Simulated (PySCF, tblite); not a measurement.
# C4H7N3OSi: geometry, infrared bands and NMR shifts

Aim: predict the infrared bands and NMR shifts of C4H7N3OSi (`O[SiH2]Nc1cncnc1`).

Programs: tblite 0.8.0 and PySCF 2.14.0, with density-fitted response routines of our own. Each step states its level of theory. These are calculated values for one molecule in the gas phase, unless marked as measured. Atoms are numbered from 0 throughout.

### 1 Starting geometry

16 atoms, charge 0, multiplicity 1; geometry from: force field or distance geometry start.

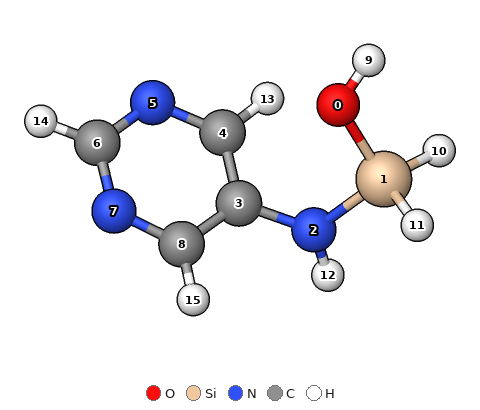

As it starts; oxygen red, silicon light orange, nitrogen blue, carbon grey, hydrogen white, atoms numbered.

### 2 Optimising the geometry with GFN2-xTB

Job settings and geometry (Å):

```
{"job": {"kind": "relax", "xc": "GFN2-xTB", "basis": "xTB"}, "charge": 0, "multiplicity": 1}
O      1.458700     1.609600     0.524800
Si     2.308200     0.214300     0.002200
N      1.059200    -1.002600    -0.414100
C     -0.288200    -0.623900    -0.148000
C     -0.809300     0.442300    -0.840000
N     -2.085100     0.874500    -0.653800
C     -2.867800     0.255600     0.247300
N     -2.347700    -0.769500     0.921700
C     -1.102400    -1.254800     0.774000
H      1.905900     2.448200     0.333100
H      3.058700     0.534300    -1.202200
H      3.165400    -0.247600     1.093800
H      1.311300    -1.918600    -0.837600
H     -0.178200     0.967000    -1.587400
H     -3.885400     0.566900     0.439600
H     -0.711000    -2.086700     1.335100
```

On the command line:

```sh
OMP_NUM_THREADS=1 python probes_run.py task.json out
```

This one command runs all jobs of the session in turn.

The program printed:

```text
step      E/eV     max force
  0    -727.42699    3.396
  1    -727.78797    1.405
  2    -727.92703    1.226
  3    -728.00490    0.896
  4    -728.05345    0.421
  5    -728.06912    0.325
  6    -728.08370    0.322
  7    -728.09920    0.323
  8    -728.11194    0.327
  9    -728.12351    0.337
 10    -728.13822    0.454
 11    -728.15936    0.525
 12    -728.18324    0.537
 13    -728.20617    0.414
 14    -728.22018    0.344
 15    -728.22824    0.385
 16    -728.23847    0.334
 17    -728.24888    0.354
 18    -728.25728    0.194
 19    -728.26148    0.146
 20    -728.26459    0.125
 21    -728.26672    0.116
 22    -728.26941    0.158
 23    -728.27201    0.153
 24    -728.27448    0.143
 25    -728.27716    0.148
 26    -728.28084    0.215
 27    -728.28574    0.294
 28    -728.29101    0.242
 29    -728.29555    0.190
 30    -728.30019    0.202
 31    -728.30591    0.211
 32    -728.31314    0.224
 33    -728.31939    0.205
 34    -728.32552    0.243
 35    -728.33042    0.258
 36    -728.33561    0.235
 37    -728.34007    0.181
 38    -728.34445    0.187
 39    -728.34889    0.304
 40    -728.35401    0.214
 41    -728.35843    0.215
 42    -728.36152    0.180
 43    -728.36505    0.185
 44    -728.36828    0.178
 45    -728.37101    0.108
 46    -728.37346    0.113
 47    -728.37603    0.124
 48    -728.37928    0.136
 49    -728.38323    0.141
 50    -728.38714    0.160
 51    -728.39050    0.172
 52    -728.39319    0.173
 53    -728.39560    0.154
 54    -728.39797    0.141
 55    -728.40092    0.152
 56    -728.40531    0.203
 57    -728.41133    0.201
 58    -728.41634    0.194
 59    -728.42155    0.204
 60    -728.42655    0.147
 61    -728.42945    0.162
 62    -728.43165    0.159
 63    -728.43325    0.154
 64    -728.43440    0.089
 65    -728.43531    0.091
 66    -728.43669    0.107
 67    -728.43843    0.120
 68    -728.44051    0.087
 69    -728.44190    0.094
 70    -728.44281    0.086
 71    -728.44366    0.066
 72    -728.44442    0.074
 73    -728.44506    0.071
 74    -728.44553    0.054
 75    -728.44603    0.075
 76    -728.44652    0.074
 77    -728.44701    0.066
 78    -728.44744    0.059
 79    -728.44786    0.050
 80    -728.44819    0.046
 81    -728.44846    0.045
 82    -728.44870    0.041
 83    -728.44896    0.034
 84    -728.44924    0.040
 85    -728.44950    0.042
 86    -728.44971    0.038
 87    -728.44989    0.029
 88    -728.45004    0.032
 89    -728.45017    0.025
 90    -728.45027    0.019
 91    -728.45034    0.017
 92    -728.45041    0.024
 93    -728.45046    0.020
 94    -728.45050    0.017
 95    -728.45052    0.011
 96    -728.45054    0.013
 97    -728.45056    0.017
 98    -728.45062    0.026
 99    -728.45071    0.033
100    -728.45084    0.038
101    -728.45098    0.027
102    -728.45108    0.021
103    -728.45115    0.027
104    -728.45124    0.032
105    -728.45141    0.034
106    -728.45165    0.047
107    -728.45193    0.051
108    -728.45217    0.038
109    -728.45232    0.026
110    -728.45239    0.027
111    -728.45244    0.016
112    -728.45248    0.018
113    -728.45251    0.016
114    -728.45256    0.017
115    -728.45261    0.016
116    -728.45266    0.020
117    -728.45270    0.015
118    -728.45273    0.013
119    -728.45275    0.014
120    -728.45278    0.015
121    -728.45281    0.019
122    -728.45287    0.023
123    -728.45293    0.021
124    -728.45297    0.015
125    -728.45299    0.010
126    -728.45300    0.005
```

Run time: 1.6 s. Hardware: 1 thread of Arm Neoverse N1, shared host; peak memory 0.18 GiB.

Along the way: (not every step is listed)

| step | energy from step 0 (eV) | largest force (eV/Å) |
| --- | --- | --- |
| 0 | 0.0000 | 3.3960 |
| 1 | -0.3610 | 1.4046 |
| 2 | -0.5000 | 1.2257 |
| 3 | -0.5779 | 0.8965 |
| 4 | -0.6265 | 0.4208 |
| 5 | -0.6421 | 0.3246 |
| 6 | -0.6567 | 0.3223 |
| 7 | -0.6722 | 0.3228 |
| 8 | -0.6849 | 0.3267 |
| 19 | -0.8345 | 0.1457 |
| 30 | -0.8732 | 0.2021 |
| 41 | -0.9314 | 0.2151 |
| 52 | -0.9662 | 0.1728 |
| 63 | -1.0063 | 0.1539 |
| 74 | -1.0185 | 0.0544 |
| 85 | -1.0225 | 0.0422 |
| 96 | -1.0236 | 0.0128 |
| 107 | -1.0249 | 0.0513 |
| 118 | -1.0257 | 0.0132 |
| 121 | -1.0258 | 0.0187 |
| 122 | -1.0259 | 0.0233 |
| 123 | -1.0259 | 0.0208 |
| 124 | -1.0260 | 0.0146 |
| 125 | -1.0260 | 0.0102 |
| 126 | -1.0260 | 0.0055 |

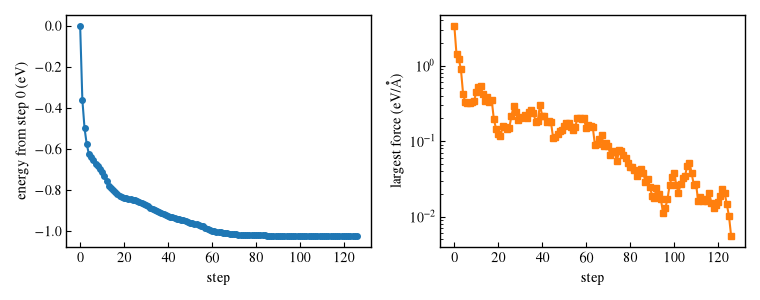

Energy and force, step by step.

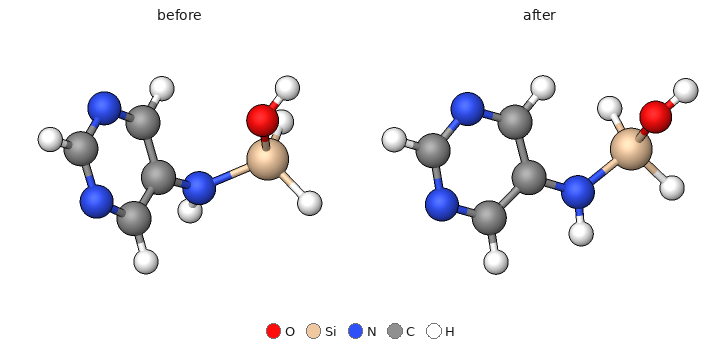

Before and after, at one scale.

Close pairs (by a distance rule), those that changed most:

| bond | before (Å) | after (Å) | change (Å) |
| --- | --- | --- | --- |
| O0–Si1 | 1.715 | 1.621 | -0.094 |
| Si1–N2 | 1.793 | 1.732 | -0.061 |
| N2–C3 | 1.425 | 1.366 | -0.058 |
| C4–N5 | 1.360 | 1.318 | -0.042 |
| N2–H12 | 1.040 | 1.009 | -0.032 |
| C4–H13 | 1.110 | 1.081 | -0.029 |
| C3–C4 | 1.374 | 1.400 | +0.027 |
| N7–C8 | 1.345 | 1.319 | -0.026 |

The final coordinates are the input of the step that follows.

### 3 Vibrational analysis with GFN2-xTB

Job settings and geometry (Å):

```
{"job": {"kind": "ir", "xc": "GFN2-xTB", "basis": "xTB"}, "charge": 0, "multiplicity": 1}
O      2.181332     1.723169     0.478939
Si     2.339149     0.301188    -0.282512
N      1.018951    -0.676473     0.265929
C     -0.323566    -0.459896     0.133312
C     -0.863281     0.676143    -0.482302
N     -2.162204     0.862074    -0.609258
C     -2.959347    -0.073711    -0.122904
N     -2.572511    -1.181408     0.484438
C     -1.273861    -1.372326     0.611167
H      2.784095     2.450142     0.357173
H      2.280665     0.486013    -1.731312
H      3.525544    -0.426592     0.154295
H      1.231040    -1.547999     0.727210
H     -0.221519     1.451723    -0.877436
H     -4.023941     0.081676    -0.230217
H     -0.968145    -2.284778     1.112066
```

The program printed:

```text
mode    cm-1     km/mol
  1      49.7      0.61
  2      56.5      0.09
  3     134.3      0.37
  4     179.3      0.98
  5     234.2     58.68
  6     251.2     63.94
  7     366.2      8.91
  8     384.0      6.56
  9     448.0     14.16
 10     481.1    109.01
 11     506.5     13.11
 12     592.5    139.67
 13     608.3     14.20
 14     631.1     11.22
 15     706.4      7.76
 16     725.9    198.02
 17     759.4     27.85
 18     800.6    103.58
 19     808.1     35.85
 20     815.8    359.67
 21     894.4      1.56
 22     901.8     51.87
 23     905.6    113.93
 24     963.0    112.85
 25    1023.4      9.61
 26    1141.7      0.40
 27    1179.3      7.25
 28    1227.2     21.58
 29    1247.1      7.60
 30    1285.3     19.54
 31    1328.4    163.88
 32    1429.4     13.36
 33    1455.7    506.91
 34    1545.9     84.93
 35    1563.4     72.60
 36    2261.0    365.21
 37    2300.1    221.15
 38    3020.9     48.99
 39    3060.1     36.94
 40    3070.7     24.52
 41    3445.3      1.99
 42    3687.2     32.19
```

It took 0.99 s on 1 thread of Arm Neoverse N1, shared host; peak memory 0.18 GiB.

Which atoms move in the most intense modes:

| cm⁻¹ | km/mol | atoms |
| --- | --- | --- |
| 592 | 139.7 | H11 27 %, H10 17 %, N2 13 %, Si1 12 % |
| 726 | 198.0 | H9 57 %, H11 20 %, H10 14 % |
| 816 | 359.7 | H11 23 %, Si1 14 %, H10 14 %, H9 11 % |
| 906 | 113.9 | O0 30 %, Si1 19 %, H13 14 %, H15 11 % |
| 1328 | 163.9 | N7 21 %, N2 15 %, H15 14 %, H12 13 % |
| 1456 | 506.9 | C3 35 %, N2 20 %, N7 17 %, N5 12 % |
| 2261 | 365.2 | H10 82 %, H11 14 % |
| 2300 | 221.2 | H11 83 %, H10 15 % |

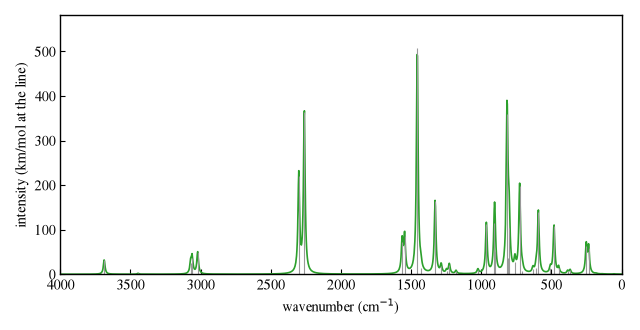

The infrared spectrum from these modes, unscaled. Lines are broadened to a width of 14 cm⁻¹ (Lorentzian).

### 4 Nuclear shieldings: PBE0/pcSseg-1

Settings changed since step 3:

```diff
@@ -1,2 +1,2 @@
-{"job": {"kind": "ir", "xc": "GFN2-xTB", "basis": "xTB"}, "charge": 0, "multiplicity": 1}
+{"job": {"kind": "nmr", "xc": "PBE0", "basis": "pcSseg-1"}, "charge": 0, "multiplicity": 1}
 O      2.181332     1.723169     0.478939
```

With the program's defaults for keys left out, this is: GIAO PBE0/pcSseg-1 NMR shielding, non-relativistic, gas phase.

The program printed:

```text
coarse grid: 14584 points
cycle   1  E = -684.8632669292  dE =  1.734e+00  |g| = 7.917e-01  |ddm| = 3.939e+00
cycle   2  E = -684.7164876659  dE =  1.468e-01  |g| = 1.189e+00  |ddm| = 1.778e+00
cycle   3  E = -684.9801912834  dE = -2.637e-01  |g| = 8.891e-02  |ddm| = 1.170e+00
cycle   4  E = -684.9813197195  dE = -1.128e-03  |g| = 5.016e-02  |ddm| = 1.048e-01
cycle   5  E = -684.9818300351  dE = -5.103e-04  |g| = 1.683e-02  |ddm| = 5.807e-02
cycle   6  E = -684.9818986856  dE = -6.865e-05  |g| = 5.418e-03  |ddm| = 2.282e-02
cycle   7  E = -684.9819051226  dE = -6.437e-06  |g| = 1.280e-03  |ddm| = 5.705e-03
final grid: 138552 points
cycle   8  E = -685.0380022154  dE = -3.425e-05  |g| = 9.236e-03  |ddm| = 3.237e-02
cycle   9  E = -685.0379884837  dE =  1.373e-05  |g| = 1.276e-02  |ddm| = 1.867e-02
cycle  10  E = -685.0380194294  dE = -3.095e-05  |g| = 1.290e-03  |ddm| = 1.005e-02
cycle  11  E = -685.0380198042  dE = -3.748e-07  |g| = 2.731e-04  |ddm| = 1.306e-03
cycle  12  E = -685.0380198134  dE = -9.200e-09  |g| = 1.861e-04  |ddm| = 3.959e-04
cycle  13  E = -685.0380198218  dE = -8.400e-09  |g| = 3.092e-05  |ddm| = 2.009e-04
cycle  14  E = -685.0380198220  dE = -2.010e-10  |g| = 1.001e-05  |ddm| = 3.574e-05
converged SCF energy = -685.0380198220

GIAO shielding tensors (ppm)
atom      isotropic    diamagn.    paramagn.     s11        s22        s33       span
  0 O      304.971     388.730     -83.759    269.927    292.981    352.005     82.078
  1 Si     389.883     880.301    -490.418    364.743    381.214    423.692     58.949
  2 N      187.878     327.966    -140.088    150.706    197.850    215.078     64.372
  3 C       41.878     257.381    -215.503    -57.014     24.344    158.303    215.316
  4 C       40.263     252.887    -212.625    -52.350     28.476    144.662    197.012
  5 N      -66.632     331.163    -397.795   -329.489   -166.448    296.040    625.529
  6 C       31.203     252.944    -221.740    -61.148     28.734    126.024    187.172
  7 N      -68.613     332.024    -400.637   -325.569   -167.290    287.019    612.588
  8 C       38.349     250.825    -212.477    -54.696     36.718    133.023    187.719
  9 H       30.417      29.945       0.473     22.452     23.826     44.973     22.521
 10 H       26.189      30.083      -3.895     23.383     24.256     30.928      7.545
 11 H       26.754      28.699      -1.945     22.765     25.033     32.466      9.701
 12 H       28.038      34.514      -6.475     20.671     27.308     36.136     15.465
 13 H       23.002      33.014     -10.012     17.864     22.210     28.933     11.069
 14 H       22.738      27.940      -5.203     18.106     24.586     25.521      7.415
 15 H       23.416      30.874      -7.458     19.198     22.328     28.722      9.524
```

Run time: 61 s. Hardware: 1 thread of Arm Neoverse N1, shared host; peak memory 0.85 GiB.

Shifts follow as δ = σ(reference) − σ, with reference shieldings (ppm) from runs at the same level and on the same kind of geometry: 1H TMS 31.72, 13C TMS 186.9, 29Si TMS 349.2, 15N NH3 267.7, 17O H2O 336.1. The references are single molecules in the gas phase, so shifts against H2O, NH3, PH3, H3PO4 or CFCl3 are not on the usual liquid scales and can be off by tens of ppm. Atoms listed in one row are averaged.

| atoms | environment | σ (ppm) | δ (ppm) | δ scaled to CDCl3 |
| --- | --- | --- | --- | --- |
| C6 | aromatic CH between two ring heteroatoms | 31.2 | 155.7 | 150.1 |
| C4, C8 | aromatic CH next to a ring nitrogen | 39.3 | 147.6 | 142.2 |
| C3 | aromatic carbon bearing nitrogen | 41.9 | 145.0 | 139.7 |
| H14 | hydrogen on an aromatic CH between two ring heteroatoms | 22.74 | 8.98 | 8.57 |
| H13, H15 | hydrogen on an aromatic CH next to a ring nitrogen | 23.21 | 8.51 | 8.13 |
| H10, H11 | hydrogen on a silicon bonded to N, O | 26.47 | 5.25 | – |
| H12 | hydrogen on an aniline-type nitrogen | 28.04 | 3.68 | – |
| H9 | hydrogen on an oxygen bonded to Si | 30.42 | 1.30 | – |
| O0 | oxygen bonded to Si, H | 305.0 | 31.1 | – |
| Si1 | silicon bonded to N, O, 2 H | 389.9 | -40.7 | – |
| N5, N7 | pyridine-type ring nitrogen | -67.6 | 335.4 | – |
| N2 | aniline-type nitrogen | 187.9 | 79.9 | – |

The scaled column applies a straight-line fit of computed shieldings to shifts measured in CDCl3 (root-mean-square error 0.16 ppm for H, 1.9 ppm for C).

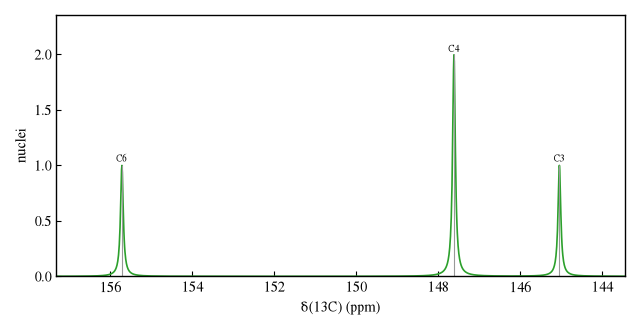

13C lines at the computed shifts, without couplings. Lines are broadened to a width of 0.08 ppm (Lorentzian).

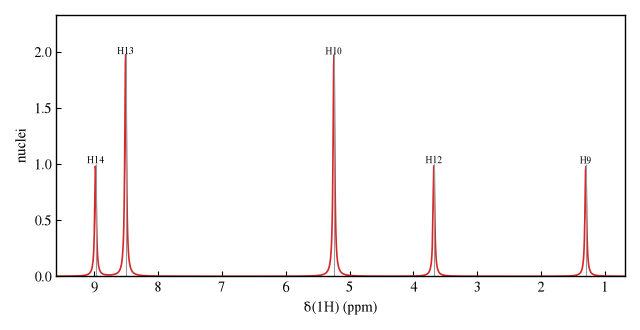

1H lines at the computed shifts, without couplings. Lines are broadened to a width of 0.03 ppm (Lorentzian).

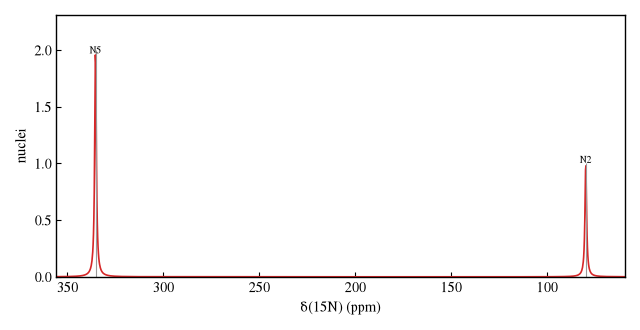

15N lines at the computed shifts, without couplings. Lines are broadened to a width of 1 ppm (Lorentzian).

Charges from the same density, by scheme (e):

| atoms | Mulliken | IAO | Hirshfeld | ESP fit |
| --- | --- | --- | --- | --- |
| O0 | -0.55 | -0.80 | -0.30 | -0.66 |
| Si1 | 0.89 | 1.12 | 0.44 | 0.75 |
| N2 | -0.66 | -0.61 | -0.21 | -0.59 |
| C3 | 0.04 | 0.07 | 0.04 | -0.29 |
| C4, C8 | 0.17 | -0.03 | 0.01 | 0.55 |
| N5, N7 | -0.41 | -0.29 | -0.17 | -0.81 |
| C6 | 0.24 | 0.08 | 0.05 | 0.76 |

ESP fit charges:

O0 -0.66; Si1 0.75; N2 -0.59; C3 -0.29; C4 0.60; N5 -0.83; C6 0.76; N7 -0.79; C8 0.50; H9 0.43; H10 -0.15; H11 -0.14; H12 0.35; H13 0.03; H14 0.00; H15 0.04

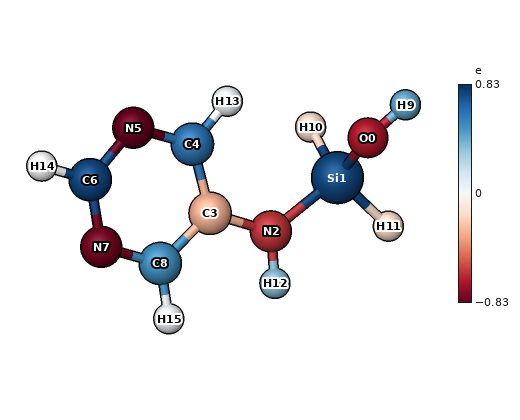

ESP fit charges, as colours on the atoms.

Mayer bond orders: O0–Si1 1.03, Si1–N2 0.94, N2–C3 1.06, C3–C4 1.30, C4–N5 1.51, N5–C6 1.46, C6–N7 1.45, N7–C8 1.52, C8–C3 1.31.

Ring of atoms C3, C4, N5, C6, N7, C8: NICS(0) -6.5, NICS(1) -10.3, NICS(1)zz -25.6 ppm (means of both faces).

### 5 What came out

| quantity | value |
| --- | --- |
| strongest single infrared mode (GFN2-xTB) | 1456 cm⁻¹, 507 km/mol |
| zero-point energy (GFN2-xTB) | 69.3 kcal/mol |
| 13C shifts against TMS (PBE0/pcSseg-1, means over atoms taken as alike) | 155.7, 147.6, 145.0 ppm |
| 1H shifts against TMS (PBE0/pcSseg-1, means over atoms taken as alike) | 8.98, 8.51, 5.25, 3.68, 1.30 ppm |
| 17O shifts against H2O (PBE0/pcSseg-1) | 31.1 ppm |
| 29Si shifts against TMS (PBE0/pcSseg-1) | -40.7 ppm |
| 15N shifts against NH3 (PBE0/pcSseg-1, means over atoms taken as alike) | 335.4, 79.9 ppm |

What this shows: Relaxing lowered the energy by 1.026 eV in 126 steps; the close pair that moved most is O0–Si1, from 1.715 to 1.621 Å. All 42 modes are real, so the xTB geometry is a minimum. The strongest single mode, at 1456 cm⁻¹, is spread over several atoms, C3, N2, N7, N5 among them. Unscaled tight-binding wavenumbers are off by several per cent, some by more. Its intensities can rank the bands wrongly. At PBE0/pcSseg-1: The largest span, 619 ppm, is at N5, N7, where the paramagnetic term is -399 ppm. NICS(1)zz of -26 ppm above the planar ring from C3 marks a diatropic (aromatic) ring current.
